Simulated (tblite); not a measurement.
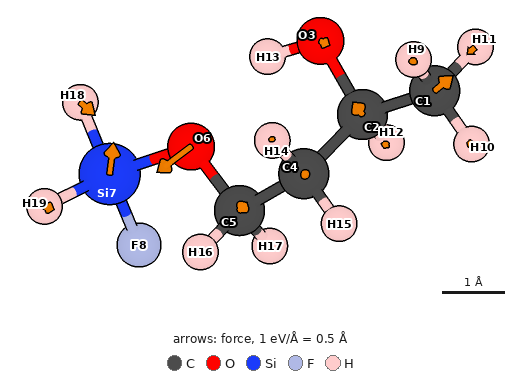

Starting geometry of C4H11FO2Si with the computed forces as orange arrows. A ball-and-stick model, seen at a tilt.

Theory: GFN2-xTB geometry optimisation, gas phase in tblite 0.8.0. 

What follows when this structure is relaxed?

Answer. It isn't relaxed: the largest force vector, on O6, is 1.74 eV/Å. The final displacements have little in common with the starting forces (cosine between the two patterns 0.20). Over 95 geometry steps the energy falls by 0.209 eV. The atom that moves furthest after the best rigid fit is H18 (0.51 Å). Largest moves by element: H 0.51 Å, F 0.42 Å, O 0.22 Å, C 0.14 Å, Si 0.08 Å. Near-neighbour distances that change, for instance: O6–Si7 1.675 → 1.609 Å, Si7–H18 1.478 → 1.444 Å, Si7–H19 1.473 → 1.453 Å, C2–O3 1.427 → 1.409 Å. Among the angles between lasting bonds that change: C5–O6–Si7 117.6° → 132.4°, H18–Si7–H19 111.4° → 120.4°, O6–Si7–H18 109.6° → 100.8°. The run took 0.5 s on 1 thread of Arm Neoverse V2, on a shared host.
